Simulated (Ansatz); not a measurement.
## Electronic structure of As9Ga9H28 in real space

| atom | x (Å) | y (Å) | z (Å) |
| --- | --- | --- | --- |
| Ga | -4.2270 | 2.0476 | -0.4432 |
| Ga | -2.0435 | -4.2316 | 1.6688 |
| Ga | 1.9885 | -3.7197 | -0.3028 |
| Ga | -0.8374 | -0.4408 | -0.3646 |
| Ga | -1.0556 | 2.2693 | 2.4415 |
| Ga | 1.7316 | -0.7715 | 2.3505 |
| Ga | 2.0047 | 2.4515 | -0.2984 |
| Ga | -1.5395 | 5.1583 | -0.7169 |
| Ga | 4.6672 | -0.9827 | -1.1828 |
| As | -2.1959 | -1.7537 | 1.2719 |
| As | -2.5333 | 0.6539 | -1.7831 |
| As | -2.5174 | 3.3925 | 0.7402 |
| As | 0.3127 | -2.3087 | -1.5639 |
| As | 0.4349 | -4.6307 | 1.4493 |
| As | 3.2725 | -1.9027 | 0.6903 |
| As | 0.4426 | 3.8366 | -1.6476 |
| As | 3.1658 | 0.9309 | -1.8972 |
| As | 0.5635 | 0.9647 | 0.9998 |
| H | -5.0597 | 2.8575 | -1.5101 |
| H | -4.8224 | 0.8841 | 0.4537 |
| H | -2.6271 | -4.8619 | 0.3434 |
| H | -2.4909 | -4.5527 | 3.1400 |
| H | 2.5638 | -4.8640 | -1.2191 |
| H | -1.9238 | 1.1875 | 3.2152 |
| H | -0.1855 | 3.3680 | 3.1705 |
| H | 0.6112 | -1.8848 | 2.6118 |
| H | 2.5947 | -0.1512 | 3.5129 |
| H | 3.0400 | 3.3070 | 0.5209 |
| H | -2.4458 | 5.4441 | -1.9796 |
| H | -0.8147 | 6.2647 | 0.1451 |
| H | 4.6634 | -2.0236 | -2.3726 |
| H | 5.9425 | -0.2641 | -0.5976 |
| H | -3.6494 | -1.4656 | 0.9023 |
| H | -2.1365 | -0.9154 | 2.5417 |
| H | -3.1218 | -0.4619 | -2.6449 |
| H | -1.7606 | 1.3635 | -2.8907 |
| H | -3.4369 | 4.2487 | 1.6151 |
| H | -0.7625 | -3.1520 | -2.2445 |
| H | 0.9654 | -1.7569 | -2.8263 |
| H | 0.5538 | -6.1468 | 1.3009 |
| H | 1.1400 | -4.5074 | 2.7901 |
| H | 4.2819 | -2.7123 | 1.5063 |
| H | -0.0094 | 2.9006 | -2.7677 |
| H | 1.3111 | 4.7337 | -2.5281 |
| H | 2.0699 | 0.4197 | -2.8306 |
| H | 3.9042 | 1.7623 | -2.9446 |

Geometry: PBE-D4/def2-SVP.

These are results of RKS PBE0-D4/def2-TZVP (Ansatz), not measurements.

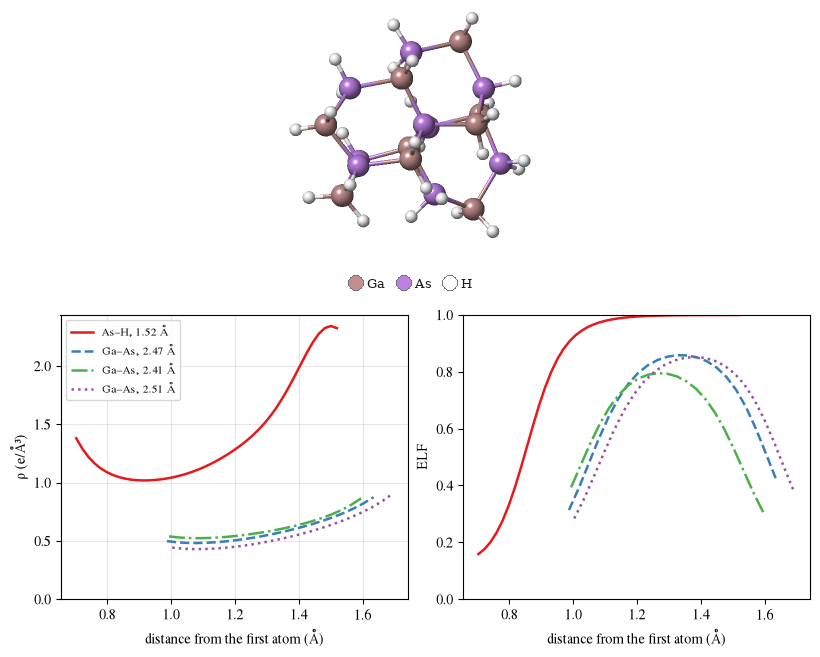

Figure 1. Total electron density and ELF along straight lines between neighbouring atoms. The curves leave out the atomic cores. The structure is drawn too.

Compare the contacts.

As–H (1.52 Å): the density is about 1.2 e/Å³ at the midpoint; the ELF climbs to about 1 towards the hydrogen, as it does in any bond to H.
Ga–As (2.47 Å): the density is about 0.52 e/Å³ at the midpoint; the ELF peaks at about 0.85 between the atoms; a covalent bond.
Ga–As (2.41 Å): the density is about 0.54 e/Å³ at the midpoint; the ELF peaks at about 0.80 between the atoms (a covalent bond).
Ga–As (2.51 Å): ρ at the midpoint is about 0.47 e/Å³; the ELF peaks at about 0.85 between the atoms; localised, covalent bonding.

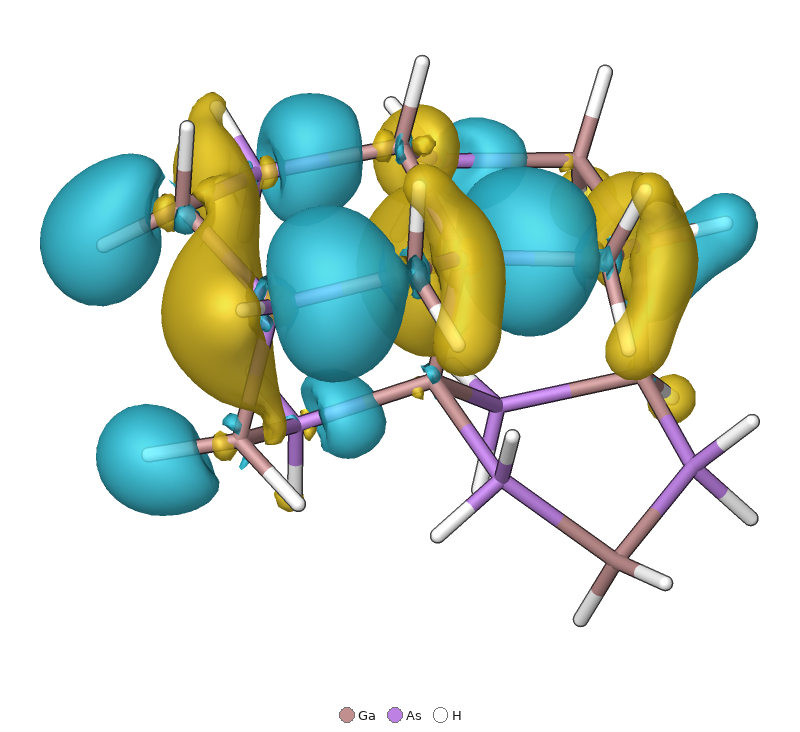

Figure 2. The HOMO at ±0.05 Å⁻³ᐟ² (yellow and cyan are the two phases), seen at a tilt.

Describe this orbital and give its energy.

It lies mainly on As12 (about 20 %), As18 (about 15 %), Ga5 (about 10 %) and Ga6 (about 5 %). Its energy is −6.86 eV.
